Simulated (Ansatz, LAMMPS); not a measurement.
# Relaxing a frame of liquid acetonitrile from 298 K (114 atoms), part 3 of 3

Aim: bring a frame of liquid acetonitrile from 298 K (114 atoms) to a nearby minimum of the energy and see what moves.

Ansatz 0.2.0; Kohn-Sham DFT, PBE+D4, PAW (set soft_2), plane waves.

The cell: 38 C, 19 N and 57 H. The network of contacts between molecules at the start is that of the classical potential that made the cell. The Brillouin zone is sampled at Γ only, in a cell whose shortest periodic width is 12 Å.

So far, density (g/cm³): step 5 (distances and neighbours after relaxation) 0.902.

## Step 6: Single point at the relaxed geometry

The electronic structure is read at the final geometry, in a run of its own.

File input.yaml:

```yaml
crystal:
  lattice:
    - [10.75497, -0.21944, -0.56962]
    - [-0.21944, 11.76855, -0.35311]
    - [-0.56962, -0.35311, 11.38427]
  atoms:
    - { symbol: C, position: [0.7725, 0.49822, 0.16704] }
    - { symbol: C, position: [0.66967, 0.43952, 0.21325] }
    - { symbol: "N", position: [0.58623, 0.39199, 0.24895] }
    - { symbol: H, position: [0.77657, 0.58889, 0.19656] }
    - { symbol: H, position: [0.75915, 0.48782, 0.07016] }
    - { symbol: H, position: [0.86151, 0.46155, 0.19715] }
    - { symbol: C, position: [0.85949, 0.90726, 0.56789] }
    - { symbol: C, position: [0.9856, 0.8692, 0.58279] }
    - { symbol: "N", position: [0.08707, 0.83834, 0.59326] }
    - { symbol: H, position: [0.80609, 0.8777, 0.6382] }
    - { symbol: H, position: [0.81527, 0.87257, 0.4815] }
    - { symbol: H, position: [0.86088, 0.00061, 0.57083] }
    - { symbol: C, position: [0.94659, 0.87689, 0.12909] }
    - { symbol: C, position: [0.87869, 0.82443, 0.21599] }
    - { symbol: "N", position: [0.82352, 0.78044, 0.28445] }
    - { symbol: H, position: [0.02001, 0.936, 0.17362] }
    - { symbol: H, position: [0.88311, 0.92562, 0.07209] }
    - { symbol: H, position: [0.98711, 0.81053, 0.07473] }
    - { symbol: C, position: [0.26691, 0.89323, 0.35908] }
    - { symbol: C, position: [0.26482, 0.96296, 0.25889] }
    - { symbol: "N", position: [0.26301, 0.01914, 0.17839] }
    - { symbol: H, position: [0.29501, 0.80717, 0.33416] }
    - { symbol: H, position: [0.1742, 0.88928, 0.39101] }
    - { symbol: H, position: [0.33344, 0.93247, 0.43079] }
    - { symbol: C, position: [0.68251, 0.70103, 0.94719] }
    - { symbol: C, position: [0.67053, 0.76799, 0.84472] }
    - { symbol: "N", position: [0.66115, 0.82152, 0.76213] }
    - { symbol: H, position: [0.63446, 0.61746, 0.92508] }
    - { symbol: H, position: [0.6393, 0.74358, 0.02014] }
    - { symbol: H, position: [0.78181, 0.68897, 0.97354] }
    - { symbol: C, position: [0.98424, 0.45172, 0.81752] }
    - { symbol: C, position: [0.99437, 0.55551, 0.89314] }
    - { symbol: "N", position: [0.00202, 0.63874, 0.95416] }
    - { symbol: H, position: [0.96161, 0.47088, 0.72489] }
    - { symbol: H, position: [0.90831, 0.39603, 0.84197] }
    - { symbol: H, position: [0.07253, 0.40777, 0.8271] }
    - { symbol: C, position: [0.08076, 0.57583, 0.42679] }
    - { symbol: C, position: [0.20933, 0.5808, 0.40072] }
    - { symbol: "N", position: [0.31345, 0.58638, 0.38205] }
    - { symbol: H, position: [0.06691, 0.50575, 0.48411] }
    - { symbol: H, position: [0.01887, 0.56136, 0.34443] }
    - { symbol: H, position: [0.05928, 0.65608, 0.47291] }
    - { symbol: C, position: [0.21296, 0.85993, 0.90643] }
    - { symbol: C, position: [0.10457, 0.92801, 0.8866] }
    - { symbol: "N", position: [0.01744, 0.98255, 0.87124] }
    - { symbol: H, position: [0.26321, 0.88423, 0.99346] }
    - { symbol: H, position: [0.27562, 0.87316, 0.83807] }
    - { symbol: H, position: [0.18323, 0.76953, 0.90283] }
    - { symbol: C, position: [0.88674, 0.26109, 0.39247] }
    - { symbol: C, position: [0.95491, 0.15847, 0.37746] }
    - { symbol: "N", position: [0.00955, 0.07582, 0.36654] }
    - { symbol: H, position: [0.86023, 0.26996, 0.48295] }
    - { symbol: H, position: [0.80231, 0.25701, 0.3295] }
    - { symbol: H, position: [0.94597, 0.3353, 0.37706] }
    - { symbol: C, position: [0.02232, 0.19706, 0.06616] }
    - { symbol: C, position: [0.04777, 0.30759, 0.12815] }
    - { symbol: "N", position: [0.06702, 0.39605, 0.17905] }
    - { symbol: H, position: [0.02829, 0.20337, 0.9714] }
    - { symbol: H, position: [0.92876, 0.16406, 0.08084] }
    - { symbol: H, position: [0.09182, 0.1373, 0.09859] }
    - { symbol: C, position: [0.32634, 0.27976, 0.35321] }
    - { symbol: C, position: [0.37732, 0.19722, 0.43161] }
    - { symbol: "N", position: [0.4189, 0.13116, 0.49494] }
    - { symbol: H, position: [0.2716, 0.33951, 0.40192] }
    - { symbol: H, position: [0.26522, 0.23568, 0.28052] }
    - { symbol: H, position: [0.4027, 0.32669, 0.31768] }
    - { symbol: C, position: [0.37393, 0.74901, 0.64123] }
    - { symbol: C, position: [0.38552, 0.6681, 0.73191] }
    - { symbol: "N", position: [0.39525, 0.60364, 0.80528] }
    - { symbol: H, position: [0.28045, 0.78404, 0.63487] }
    - { symbol: H, position: [0.38595, 0.70586, 0.55539] }
    - { symbol: H, position: [0.44622, 0.81753, 0.66182] }
    - { symbol: C, position: [0.63287, 0.6496, 0.46457] }
    - { symbol: C, position: [0.72886, 0.57579, 0.50948] }
    - { symbol: "N", position: [0.80627, 0.51718, 0.54601] }
    - { symbol: H, position: [0.54538, 0.60073, 0.43437] }
    - { symbol: H, position: [0.66482, 0.69356, 0.39012] }
    - { symbol: H, position: [0.61596, 0.71331, 0.53485] }
    [... 30 atom lines left out ...]
    - { symbol: C, position: [0.33639, 0.55149, 0.08897] }
    - { symbol: C, position: [0.3934, 0.6642, 0.11819] }
    - { symbol: "N", position: [0.44038, 0.75455, 0.14002] }
    - { symbol: H, position: [0.23855, 0.54871, 0.108] }
    - { symbol: H, position: [0.38675, 0.49015, 0.14257] }
    - { symbol: H, position: [0.34101, 0.52869, 0.99474] }
kpoints:
  mp_grid: { grid: [1, 1, 1] }
hamiltonian:
  xc: pbe
  dispersion: d4
scf:
  occupations: { method: fixed }
output:
  forces: true
  stress: true
  populations: intrinsic
  dos:
    method: { smearing: { sigma: 0.1 } }
    de: 0.1
    projected: { site_lists: { C: [C], H: [H], "N": ["N"] } }
  eigenvalues: true
  write_density: true
  write_potential: true
  volumetric_format: npy
```

The run is started by

```console
> ansatz run input.yaml --threads 4 --pin off --max-ram 8192MiB --backend cpu --events-out ev --progress --plain --runs-dir out
```

Numbers of over 12 decimals in the logs are rounded to 6 here.

Log:

```text
[...]
Crystal: 114 atoms, lattice volume = 1435.116 Å³
Basis set: ecut = 420 eV, 28029 PW (Γ), exchange–correlation on 150×160×160 points (8 copies of the dense FFT grid, shifted against one another)
Bands: 266, of which v1, the nominal top of the filled ones, is band 152 counted from 1 (151 counted from 0)
Symmetry: 1 space group operations
[...]
k-points: 1
[...]
SCF iter   1: F=—  HF=-17741.633663 eV  |F-HF|=—  |Δ(HF+E_count)|=         —  Δρ=3.38e-3  dr2=2.72e-1  ethr=1.77e-3  ⟨swp⟩=5.0  Hψ=914  notcnv=0  defer=109
[...]
SCF iter  10: F=-17741.670646 eV  HF=-17741.670646 eV  |F-HF|=6.44e-9  |Δ(HF+E_count)|=   1.79e-7  Δρ=1.61e-6  dr2=3.88e-8  ethr=3.29e-11  ⟨swp⟩=18.0  Hψ=2765  notcnv=0
SCF 1 converged in 10 iterations: F = -17741.670646 eV  dr2 = 3.88e-8
[...]
WARN: The input density's exchange-correlation potential varies sharply where the density is thin. Do not read a vacuum level from v_tot or v_xc, or from such a field of the output density. On a cell that repeats whose density bears no net charge and no dipole along the vacuum's axis use v_es (v_loc + v_h of the components); [...]
SCF converged after 10 iterations
Free energy (F): -17741.670646 eV
[...]
Internal energy: -17741.670646 eV  (E = F + TS)
E sigma→0 (E₀):  -17741.670646 eV
Fermi energy:    -3.261183 eV
[...]
--- Forces (eV/Å), atoms counted from 1 ---
  atom   1  C     -0.00384597    -0.00006808    -0.00032657
  atom   2  C     -0.01343242    -0.00866633     0.00618582
  atom   3  N      0.01444789     0.00795915    -0.00738055
  atom   4  H     -0.00017519     0.00301242     0.00040501
  atom   5  H      0.00020275    -0.00097351     0.00292334
  atom   6  H      0.00126631    -0.00128729    -0.00151515
  atom   7  C     -0.00031692    -0.00116653    -0.00119114
  atom   8  C      0.00779435    -0.00139978     0.00187341
  atom   9  N     -0.00771908     0.00331479    -0.00214209
  atom  10  H      0.00018802    -0.00150421    -0.00102713
  atom  11  H     -0.00122591     0.00137762     0.00325403
  atom  12  H     -0.00017009     0.00135697    -0.00179944
  atom  13  C      0.00327761     0.00199074     0.00018123
  atom  14  C     -0.00257258    -0.00318332     0.00359917
[...]
atom 113  H     -0.00236654     0.00106828     0.00028921
  atom 114  H     -0.00245573     0.00109883     0.00508332
  max |Σ_I F_I| component: 9.89e-5 eV/Å
--- Stress (GPa, compression-positive) ---
       -0.040717      -0.004825      -0.011294
       -0.004825       0.018462      -0.009424
       -0.011293      -0.009424      -0.000923
  P = ⅓ Tr σ = -0.0077 GPa (-0.077 kbar)
--- Band table (eV) ---
[...]
--- intrinsic populations: 114 sites ---
  site symbol       q [e]
     0      C      4.5716
     1      C      3.8093
     2      N      5.2985
[...]
113      H      0.7604
  spilling = 0.000000 (of n_electrons = 304.000000)
```

Elapsed: 29 s, on 4 threads of Arm Neoverse N1, shared host; peak memory 1.4 GiB; 1.8 min of CPU time.

The program notes that the exchange-correlation potential is rough where the density is thin.

The run gave:

```
free energy                                      : -17741.6706 eV
free energy per atom                             : -155.6287 eV/atom
SCF cycles                                       : 10
pressure                                         : -0.007726 GPa
r.m.s. force component                           : 0.00426 eV/Å
longest force                                    : 0.02047 eV/Å
Fermi energy                                     : -3.261 eV
gap (highest filled to lowest empty level) : 6.537 eV
```

Intrinsic-atomic-orbital charges by element and coordination:

| element | coordination | atoms | mean charge (e) | spread | least | most |
| --- | --- | --- | --- | --- | --- | --- |
| C | all | 38 | -0.193 | 0.383 | -0.586 | 0.206 |
| C | 2 | 19 | 0.190 | 0.0093 | 0.172 | 0.206 |
| C | 4 | 19 | -0.576 | 0.0046 | -0.586 | -0.568 |
| H | all | 57 | 0.230 | 0.0069 | 0.216 | 0.248 |
| N | all | 19 | -0.304 | 0.0086 | -0.318 | -0.289 |

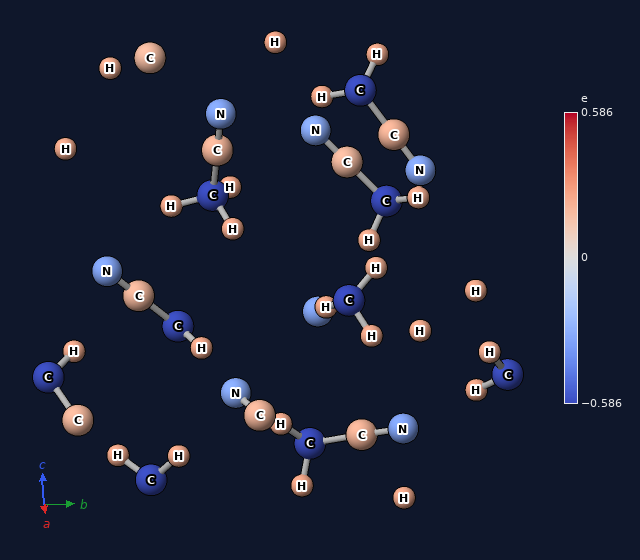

Atoms coloured by intrinsic-atomic-orbital charge. Drawn is a slice 4 Å thick, seen along the normal of the bc plane. Bonds to atoms that aren't drawn are left out.

States in the cell by windows of 1 eV, zero at the Fermi level; the larger projections on atomic orbitals stand beside the total:

```
from (eV)  to (eV)  total   C p   N p   H s  N s   C s
      -14      -12    0.0   0.0   0.0   0.0  0.0   0.0
      -12      -11   36.6   9.1   0.0   8.3  1.2  17.5
      -11      -10    1.4   0.3   0.0   0.3  0.0   0.7
      -10       -6    0.0   0.0   0.0   0.0  0.0   0.0
       -6       -5    1.8   1.0   0.1   0.3  0.1   0.3
       -5       -4   36.2  20.4   0.9   6.6  1.4   6.4
       -4       -3   68.9  44.9   4.1  18.0  0.2   0.2
       -3       -2    7.1   4.7   0.3   2.0  0.0   0.0
       -2       -1   33.2   4.3  19.7   0.5  7.8   0.2
       -1        0   78.9  28.7  40.8   6.4  2.1   0.1
        0        1    1.9   0.8   1.0   0.2  0.0   0.0
        1        5    0.0   0.0   0.0   0.0  0.0   0.0
```

With fixed occupations the program's Fermi level is the highest filled level; weight inside the gap is the broadening of levels at its edges.

Between -16 and -14 eV lie 38 more states.

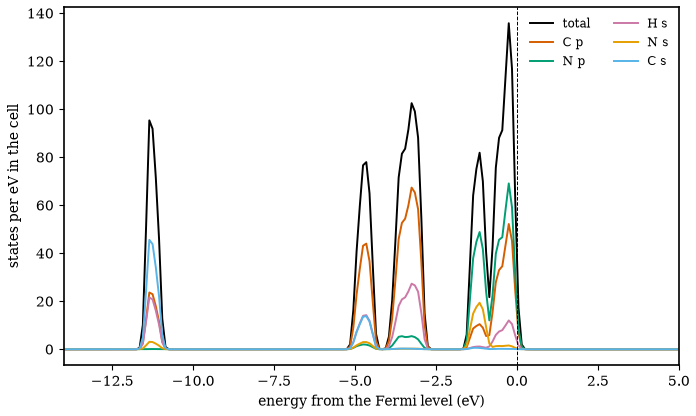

Total and projected density of states, with the broadening of the input.

The levels nearest the highest filled one (over half full), pooled over k-points and spins:

```
level less the highest filled one (eV)  occupation
                                -0.142           2
                                -0.128           2
                                -0.104           2
                               -0.0861           2
                               -0.0724           2
                                     0           2
                                  6.54           0
                                  6.62           0
                                  6.77           0
                                  6.81           0
                                  6.83           0
                                  6.90           0
```

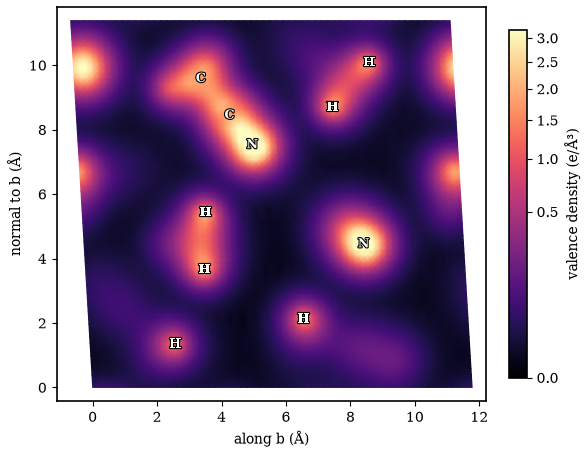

Valence density in the bc plane at fractional x = 0.263, with atoms of C and N and H within 0.2 Å of it. It is the smooth field of the valence electrons, not physical close to the nuclei. The map starts off the cell's origin, so that atoms lie inside it. The colour scale is stretched toward low values.

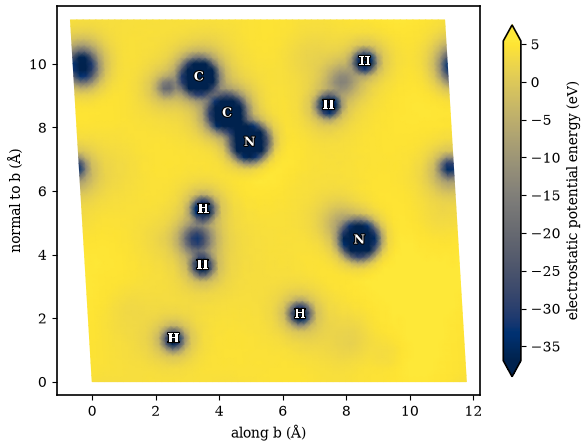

Electrostatic potential energy in the bc plane at fractional x = 0.263, with atoms of C and N and H within 0.2 Å of it. With pseudopotentials it is smooth inside the atoms' cores, unlike the true potential. The map starts off the cell's origin, so that atoms lie inside it.

Mean intrinsic-atomic-orbital charges: C -0.19, H +0.23, N -0.30 e.

A closer look about H65, picked at random: 8 atoms, nearest first, numbered in the order of the input, with positions taken from that point.

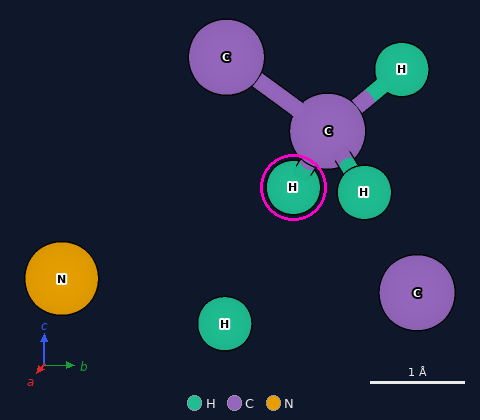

The atoms of the table, within 3.0 Å (arrows a, b, c point along x, y, z); some may hide others; the central atom is ringed.

```csv
atom,x,y,z,distance (Å),bonds,intrinsic-atomic-orbital charge (e)
H65,0.00,0.00,0.00,0.00,1,0.22
C61,0.61,0.48,0.78,1.10,4,-0.57
H64,-0.02,1.18,1.34,1.79,1,0.23
H66,1.44,1.03,0.31,1.79,1,0.24
C62,1.13,-0.53,1.67,2.08,2,0.19
N21,0.08,-2.51,-1.08,2.74,1,-0.31
H60,-1.74,-1.06,-1.94,2.81,1,0.23
C56,-2.27,0.95,-1.64,2.95,2,0.18
```

The column of bonds counts only the pairs H-C within 1.34 Å, C-C within 1.82 Å, C-N within 1.62 Å; other neighbours, such as metal atoms beside each other in a compound, aren't counted, and periodic images can show an atom twice.

## Step 7: Other settings

Changed here: scf.mixing.algorithm = "anderson", scf.mixing.beta = 0.05 and scf.mixing.preconditioner = "ldos".

File input.yaml:

```yaml
crystal:
  lattice:
    - [11.83169, 0.0, 0.0]
    - [0.0, 11.83169, 0.0]
    - [0.0, 0.0, 11.83169]
  atoms:
    [... the 114 atom lines of step 3 ...]
kpoints:
  mp_grid: { grid: [1, 1, 1] }
hamiltonian:
  xc: pbe
  dispersion: d4
scf:
  occupations: { method: fixed }
  mixing: { algorithm: anderson, beta: 0.05, preconditioner: ldos }
output:
  forces: true
  stress: true
  populations: intrinsic
  dos:
    method: { smearing: { sigma: 0.1 } }
    de: 0.1
    projected: { site_lists: { C: [C], H: [H], "N": ["N"] } }
  eigenvalues: true
```

Log:

```text
Error: inconsistent input (scf.mixing.preconditioner, scf.occupations.method): ldos needs the smeared local DOS at the Fermi level to build its model. With no smearing kernel (method: fixed, a smearing width below the step floor, tetrahedron integration, or explicit occupations) the LDOS field is never tabulated. [...]
```

Wall time 0.04 s (4 threads); peak memory 0.032 GiB.

The program refused the input before any cycle.

The program's message: “Error: inconsistent input (scf.mixing.preconditioner, scf.occupations.method): ldos needs the smeared local DOS at the Fermi level to build its model. With no smearing kernel (method: fixed, a smearin …”

Runs without a result: scf.mixing.algorithm = "anderson", scf.mixing.beta = 0.05 and scf.mixing.preconditioner = "ldos" (refused).

## Step 8: Summary of results

| Quantity | Value |
| --- | --- |
| energy change in the relaxation | -42.49 meV/atom |
| r.m.s. displacement | 1.029 Å |
| largest displacement | 2.295 Å |
| free energy per atom | -155.6287 eV/atom |
| pressure | -0.007726 GPa |
| r.m.s. force component | 0.00426 eV/Å |
| gap (highest filled to lowest empty level) | 6.537 eV |
| wall time of the 3 DFT runs | 20 min |

In words: Relaxation lowers the energy by 42.5 meV/atom and moves atoms by 1.0 Å r.m.s.; the r.m.s. force component goes from 1.0 to 0.0043 eV/Å, the pressure goes from -0.35 to -0.0077 GPa, and the gap from 5.75 to 6.54 eV. Displacements are taken in the final cell, so they leave out its strain. By the final cutoffs no bond was broken or made. The cell shrank by 13.4 % in volume. From the first step to the last the energy fell by 4.844 eV, across changes of basis, and the largest move was 2.30 Å (N3). The C-C bonds change most in mean length: from 1.466 Å (spread 0.025) to 1.446 Å (spread 0.001). Counting bonds as in the table, 50 % of C atoms have 2 and as many 4, all H atoms have 1 and all N atoms have 1 bonded neighbour. Between filled and empty levels lie 6.54 eV (at Γ alone); a semilocal functional tends to put such gaps too low. In a disordered cell it changes from sample to sample and from frame to frame.

Caveats: The network of contacts between molecules at the start is that of the classical potential that made the cell; in DFT atoms moved by 1.0 Å r.m.s.

[Logs are printed without paths, hosts, clocks, repeated set-up lines and the standing remarks that a program may print on its own settings, such as how far it seeks lower states.]

[Hosts, paths, dates, database ids (printed as entryN), source tags and the programs' standing remarks are cut or masked in the printed files.]
